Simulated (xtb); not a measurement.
## CoCl5F (charge −3): molecular dynamics

CoCl5F, charge −3, multiplicity 5, computed with GFN1-xTB (xtb 6.7.1 later snapshot).

The starting geometry was optimised with GFN1-xTB.

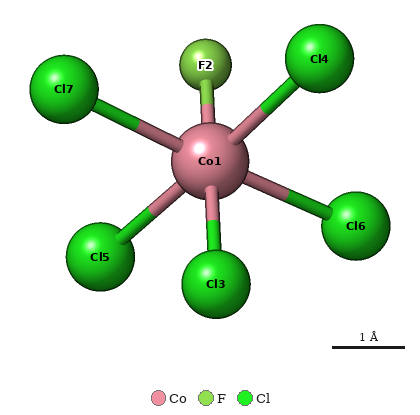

*The structure as given in the input (ball-and-stick view, seen at a tilt; atoms are numbered from 1 in the order of the input). Sticks mark near contacts.*

Bond lengths as drawn: Cl–Co 2.29 to 2.55 Å and Co–F 1.79 Å.

**Input file (start.xyz)**
```
7

Co    -0.00037    -0.00022     0.03187
F     -0.01858    -0.01009     1.82372
Cl     0.02301     0.01254    -2.25406
Cl     2.55090     0.00582     0.12568
Cl    -2.55304    -0.00690     0.07356
Cl    -0.00746     2.55149     0.11368
Cl     0.00554    -2.55264     0.08555
```

**File input.inp**
```
$md
   temp=300
   time=0.2
   step=2
   dump=20
   hmass=1
   shake=0
   nvt=false
$end
```

Launch command:
```bash
xtb start.xyz --md -c -3 --uhf 4 --gfn 1 -I input.inp > out.txt 2> xtb.err
```

**What the program printed**
```
* xtb version 6.7.1
   ID    Z sym.   atoms
    1   27 Co     1
    2    9 F      2
    3   17 Cl     3-7

           -------------------------------------------------
          |                Calculation Setup                |
           -------------------------------------------------

          program call               : xtb start.xyz --md -c -3 --uhf 4 --gfn 1 -I input.inp
          coordinate file            : start.xyz
          omp threads                :                     1

molecular fragmentation (1/2 indicates fragments):
1111112
# atoms in fragment 1/2:     6     1
 fragment masses (1/2) :      219.74       35.45
CMA distance (Bohr)    :   5.621
constraining FC (au)   :  0.0500

           -------------------------------------------------
          |                 G F N 1 - x T B                 |
           -------------------------------------------------

      * Hamiltonian:
        H0-scaling (s, p, d)           1.850000    2.250000    2.000000
        zeta-weighting                 0.000000
      * Dispersion:
        s8                             2.400000
        a1                             0.630000
        a2                             5.000000
        s9                             0.000000
      * Repulsion:
        kExp                           1.500000
        rExp                           1.000000
      * Coulomb:
        alpha                          2.000000
        third order                    atomic
        anisotropic                    false
      * Halogen bond correction:
        rad-scale                      1.300000
        damping                        0.440000

          ...................................................
          :                      SETUP                      :
          :.................................................:
          :  # basis functions                  64          :
          :  # atomic orbitals                  58          :
          :  # shells                           20          :
          :  # electrons                        54          :
          :  # halogen bonds                     0          :
          :  max. iterations                   250          :
          :  Hamiltonian                  GFN1-xTB          :
          :  restarted?                      false          :
          :  GBSA solvation                  false          :
          :  PC potential                    false          :
          :  electronic temp.          300.0000000     K    :
          :  accuracy                    1.0000000          :
          :  -> integral cutoff          0.2500000E+02      :
          :  -> integral neglect         0.1000000E-07      :
          :  -> SCF convergence          0.1000000E-05 Eh   :
          :  -> wf. convergence          0.2000000E-04 e    :
          :  Broyden damping             0.4000000          :
          :  net charge                         -3          :
          :  unpaired electrons                  4          :
          ...................................................

 iter      E             dE          RMSdq      gap      omega  full diag
   1    -30.3038930 -0.303039E+02  0.896E+00    7.32       0.0  T
   2    -29.5086913  0.795202E+00  0.107E+01    8.55       1.0  T
   3    -30.3667001 -0.858009E+00  0.509E+00    8.74       1.0  T
   4    -30.3826231 -0.159230E-01  0.315E+00    8.94       1.0  T
   5    -29.7505263  0.632097E+00  0.101E+01    8.95       1.0  T
   6    -30.4365702 -0.686044E+00  0.119E+00    8.50       1.0  T
   7    -30.4496908 -0.131206E-01  0.700E-01    8.72       1.0  T
   8    -30.4526077 -0.291687E-02  0.342E-01    8.69       1.0  T
   9    -30.4528718 -0.264086E-03  0.206E-01    8.68       1.0  T
  10    -30.4532216 -0.349834E-03  0.109E-01    8.70       1.0  T
  11    -30.4532365 -0.149586E-04  0.951E-02    8.70       1.0  T
  12    -30.4532623 -0.257650E-04  0.607E-02    8.70       1.0  T
  13    -30.4532748 -0.125278E-04  0.316E-02    8.70       1.2  T
  14    -30.4532785 -0.363770E-05  0.146E-02    8.70       2.6  T
  15    -30.4532794 -0.927453E-06  0.324E-03    8.70      11.6  T
  16    -30.4532795 -0.479229E-07  0.169E-04    8.70     224.2  T
  17    -30.4532795 -0.161616E-09  0.143E-05    8.70    2645.9  T

   *** convergence criteria satisfied after 17 iterations ***

         #    Occupation            Energy/Eh            Energy/eV
      -------------------------------------------------------------
         1        2.0000           -0.4726128             -12.8604
       ...           ...                  ...                  ...
        23        2.0000           -0.0661644              -1.8004
        24        2.0000           -0.0661643              -1.8004
        25        1.9938           -0.0400205              -1.0890
        26        1.0031           -0.0297201              -0.8087
        27        1.0031           -0.0297201              -0.8087
        28        1.0000           -0.0156432              -0.4257
        29        1.0000            0.0175529               0.4776 (HOMO)
        30                          0.3373830               9.1807 (LUMO)
        31                          0.3965005              10.7893
        32                          0.3965005              10.7893
        33                          0.3997577              10.8780
        34                          0.3998779              10.8812
       ...                                ...                  ...
        58                          0.9646320              26.2490
      -------------------------------------------------------------
                  HL-Gap            0.3198301 Eh            8.7030 eV
             Fermi-level            0.0711335 Eh            1.9356 eV

 SCC (total)                   0 d,  0 h,  0 min,  0.019 sec
 SCC setup                      ...        0 min,  0.000 sec (  0.417%)
 Dispersion                     ...        0 min,  0.000 sec (  0.165%)
 classical contributions        ...        0 min,  0.000 sec (  0.108%)
 integral evaluation            ...        0 min,  0.004 sec ( 19.424%)
 iterations                     ...        0 min,  0.009 sec ( 47.851%)
 molecular gradient             ...        0 min,  0.006 sec ( 30.712%)
 printout                       ...        0 min,  0.000 sec (  1.250%)

         :::::::::::::::::::::::::::::::::::::::::::::::::::::
         ::                     SUMMARY                     ::
         :::::::::::::::::::::::::::::::::::::::::::::::::::::
         :: total energy             -30.455769889014 Eh    ::
         :: gradient norm              0.000036699807 Eh/a0 ::
         :: HOMO-LUMO gap              8.703019935808 eV    ::
         ::.................................................::
         :: SCC energy               -30.453279455015 Eh    ::
         :: -> electrostatic           0.670502431707 Eh    ::
         :: repulsion energy           0.002599048497 Eh    ::
         :: dispersion energy         -0.005089482495 Eh    ::
         :: halogen bond corr.         0.000000000000 Eh    ::
         :: add. restraining           0.000000000000 Eh    ::
         :: total charge              -3.000000000000 e     ::
         :::::::::::::::::::::::::::::::::::::::::::::::::::::

           -------------------------------------------------
          |                Property Printout                |
           -------------------------------------------------

    * Orbital Energies and Occupations

         #    Occupation            Energy/Eh            Energy/eV
      -------------------------------------------------------------
         1        2.0000           -0.4726128             -12.8604
       ...           ...                  ...                  ...
        17        2.0000           -0.0739686              -2.0128
        18        2.0000           -0.0728406              -1.9821
        19        2.0000           -0.0692867              -1.8854
        20        2.0000           -0.0692724              -1.8850
        21        2.0000           -0.0692721              -1.8850
        22        2.0000           -0.0680356              -1.8513
        23        2.0000           -0.0661644              -1.8004
        24        2.0000           -0.0661643              -1.8004
        25        1.9938           -0.0400205              -1.0890
        26        1.0031           -0.0297201              -0.8087
        27        1.0031           -0.0297201              -0.8087
        28        1.0000           -0.0156432              -0.4257
        29        1.0000            0.0175529               0.4776 (HOMO)
        30                          0.3373830               9.1807 (LUMO)
        31                          0.3965005              10.7893
        32                          0.3965005              10.7893
        33                          0.3997577              10.8780
        34                          0.3998779              10.8812
        35                          0.4102802              11.1643
        36                          0.4102802              11.1643
        37                          0.4114856              11.1971
        38                          0.4158307              11.3153
        39                          0.4161307              11.3235
        40                          0.4167709              11.3409
       ...                                ...                  ...
        58                          0.9646320              26.2490
      -------------------------------------------------------------
                  HL-Gap            0.3198301 Eh            8.7030 eV
             Fermi-level            0.0711335 Eh            1.9356 eV

  Mulliken/CM5 charges         n(s)   n(p)   n(d)
     1      0.65160  0.81739   0.233  1.085  7.030
     2     -0.34730 -0.41030   1.845  5.502  0.000
     3     -0.50061 -0.53472   1.919  5.589 -0.007
     4     -0.70091 -0.71808   1.946  5.761 -0.006
     5     -0.70094 -0.71811   1.946  5.761 -0.006
     6     -0.70093 -0.71809   1.946  5.761 -0.006
     7     -0.70092 -0.71809   1.946  5.761 -0.006

Wiberg/Mayer (AO) data.
largest (>0.10) Wiberg bond orders for each atom

 ---------------------------------------------------------------------------
     #   Z sym  total        # sym  WBO       # sym  WBO       # sym  WBO
 ---------------------------------------------------------------------------
     1  27      3.623 --     2      1.031     3      0.768     4      0.456
                             7      0.456     6      0.456     5      0.456
     2   9      1.127 --     1      1.031
     3  17      0.856 --     1      0.768
     4  17      0.507 --     1      0.456
     5  17      0.507 --     1      0.456
     6  17      0.507 --     1      0.456
     7  17      0.507 --     1      0.456
 ---------------------------------------------------------------------------

Topologies differ in total number of bonds
Writing topology from bond orders to xtbtopo.mol

 dipole moment from electron density (au)
     X       Y       Z
  -0.0056  -0.0032   0.5450  total (Debye):    1.385

           -------------------------------------------------
          | TOTAL ENERGY              -30.455769889014 Eh   |
          | GRADIENT NORM               0.000036699807 Eh/α |
          | HOMO-LUMO GAP               8.703019935808 eV   |
           -------------------------------------------------
           -------------------------------------------------
          |               Molecular Dynamics                |
           -------------------------------------------------
 trajectories on xtb.trj or xtb.trj.<n>

 MD time /ps        :    0.20
 dt /fs             :    2.00
 SCC accuracy       :    2.00
 temperature /K     :  300.00
 max steps          :   100
 block length (av.) :  2500
 dumpstep(trj) /fs  :   20.00    10
 dumpstep(coords)/fs: 1000.00   500
 H atoms mass (amu) :     1
 # deg. of freedom  :    21
 SHAKE off
         time (ps)    <Epot>      Ekin   <T>   T     Etot       error
      0    0.00      0.00000   0.0200    0.    0.   -30.43582    0.0000
 average properties
 Epot               :  -30.147379084119581
 Epot (accurate SCC):  -30.448545259455873
 Ekin               :   6.9012225591861308E-003
 Etot               :  -30.140477861560395
 T                  :   207.54626465392988
 normal exit of md()

------------------------------------------------------------------------
------------------------------------------------------------------------
 total:
 *  cpu-time:     0 d,  0 h,  0 min,  1.340 sec
 * ratio c/w:     1.000 speedup
 SCF:
 *  cpu-time:     0 d,  0 h,  0 min,  0.019 sec
 * ratio c/w:     1.000 speedup
 MD:
 *  cpu-time:     0 d,  0 h,  0 min,  1.314 sec
 * ratio c/w:     1.000 speedup
```

**Standard error**
```
normal termination of xtb
```

**Trajectory as extended XYZ (Å, eV, eV/Å), 10 frames, from step=0 to step=9**
```
7
Properties=species:S:1:pos:R:3 step=0 time_fs=0.0 energy=-828.74372
Co   -0.0004   -0.0002    0.0319
F    -0.0186   -0.0101    1.8237
Cl    0.0230    0.0125   -2.2541
Cl    2.5509    0.0058    0.1257
Cl   -2.5530   -0.0069    0.0736
Cl   -0.0075    2.5515    0.1137
Cl    0.0055   -2.5526    0.0856
7
Properties=species:S:1:pos:R:3 step=1 time_fs=20.0 energy=-828.62272
Co   -0.0449    0.0091   -0.0125
F    -0.0814    0.0132    1.8898
Cl    0.0783   -0.0741   -2.1946
Cl    2.4914   -0.0025    0.1640
Cl   -2.4715    0.0503    0.1749
Cl   -0.0367    2.5770    0.0734
Cl    0.0574   -2.5306   -0.0316
7
Properties=species:S:1:pos:R:3 step=2 time_fs=40.0 energy=-828.54896
Co   -0.0734    0.0156    0.0129
F    -0.1110    0.0160    1.8494
Cl    0.1235   -0.1463   -2.1935
Cl    2.4497   -0.0147    0.2026
Cl   -2.4261    0.0997    0.2646
Cl   -0.0605    2.6024    0.0314
Cl    0.0956   -2.5335   -0.1396
7
Properties=species:S:1:pos:R:3 step=3 time_fs=60.0 energy=-828.50706
Co   -0.0728    0.0250    0.0682
F    -0.0862   -0.0017    1.8048
Cl    0.1533   -0.1852   -2.2488
Cl    2.4357   -0.0166    0.2507
Cl   -2.4522    0.1393    0.3289
Cl   -0.0828    2.6329   -0.0168
Cl    0.1139   -2.5688   -0.2166
7
Properties=species:S:1:pos:R:3 step=4 time_fs=80.0 energy=-828.53305
Co   -0.0436    0.0346    0.0764
F    -0.0161   -0.0424    1.8846
Cl    0.1622   -0.1814   -2.3138
Cl    2.4452   -0.0060    0.3061
Cl   -2.5349    0.1669    0.3668
Cl   -0.1005    2.6530   -0.0661
Cl    0.1098   -2.6251   -0.2519
7
Properties=species:S:1:pos:R:3 step=5 time_fs=100.0 energy=-828.47782
Co   -0.0001    0.0425    0.0618
F     0.0544   -0.0946    1.9390
Cl    0.1520   -0.1390   -2.3446
Cl    2.4569    0.0177    0.3570
Cl   -2.6150    0.1810    0.3840
Cl   -0.1095    2.6387   -0.1117
Cl    0.0872   -2.6761   -0.2485
7
Properties=species:S:1:pos:R:3 step=6 time_fs=120.0 energy=-828.54541
Co    0.0456    0.0484    0.0564
F     0.0852   -0.1417    1.8516
Cl    0.1286   -0.0706   -2.3191
Cl    2.4626    0.0535    0.3902
Cl   -2.6612    0.1828    0.3860
Cl   -0.1050    2.5772   -0.1487
Cl    0.0543   -2.7052   -0.2165
7
Properties=species:S:1:pos:R:3 step=7 time_fs=140.0 energy=-828.57612
Co    0.0808    0.0567    0.0332
F     0.0534   -0.1865    1.7297
Cl    0.0985    0.0056   -2.2441
Cl    2.4848    0.1008    0.3982
Cl   -2.6809    0.1761    0.3779
Cl   -0.0843    2.4808   -0.1694
Cl    0.0197   -2.7152   -0.1667
7
Properties=species:S:1:pos:R:3 step=8 time_fs=160.0 energy=-828.54152
Co    0.0988    0.0678   -0.0307
F    -0.0348   -0.2440    1.7273
Cl    0.0663    0.0635   -2.1655
Cl    2.5425    0.1579    0.3836
Cl   -2.6957    0.1666    0.3610
Cl   -0.0488    2.3956   -0.1642
Cl   -0.0092   -2.7232   -0.1115
7
Properties=species:S:1:pos:R:3 step=9 time_fs=180.0 energy=-828.52118
Co    0.1026    0.0636   -0.0440
F    -0.1292   -0.2868    1.7222
Cl    0.0321    0.0763   -2.1660
Cl    2.6175    0.2193    0.3523
Cl   -2.7195    0.1604    0.3298
Cl   -0.0036    2.3770   -0.1231
Cl   -0.0272   -2.7428   -0.0647
```

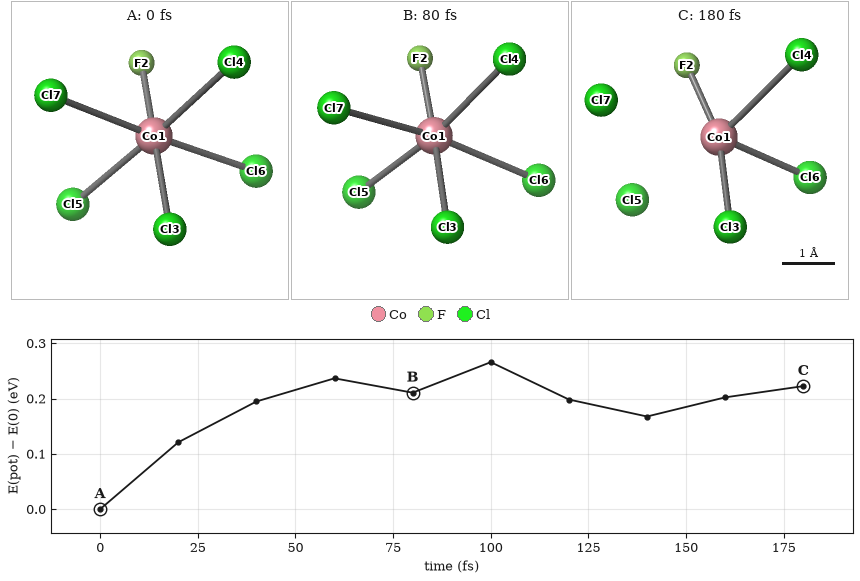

*Frames of the molecular dynamics (ball-and-stick, seen at a tilt) above the curves, on which the letters mark them.*

The trajectory kept here has 10 frames over 180 fs. The potential energy ends 0.223 eV above its first value. After an unweighted best fit of the last frame on the first, the root-mean-square displacement is 0.26 Å.

**Summary**

| quantity | value |
| --- | --- |
| outcome | finished |
| trajectory | 10 frames kept, 180 fs |
| electrons treated | 54 |
| potential energy (first step) | −30.455770 hartree |
| dispersion energy (first step) | −0.005089 hartree |
| basis functions (first step) | 64 |
| hardware | 1 thread of Arm Neoverse V1, 24 GiB of memory available, shared host |
| wall time | 1.4 s |
| peak memory | 0.074 GiB |

**Remarks**

Settings chosen away from the usual ones: method = gfn1-xtb; task = md; geo = {"prev": "A"}; x = {"md_temperature": 300, "md_time": 0.2, "time_step": 2, "md_dump": 20, "hydrogen_mass": 1, "shake": 0, "nvt": "false"}. These settings are looser than, or depart from, a standard set-up, so the numbers are not reference values for this system. The record of the run, not the program, notes: no spin polarisation: high-spin states lie too high. So short a trajectory is not equilibrated.
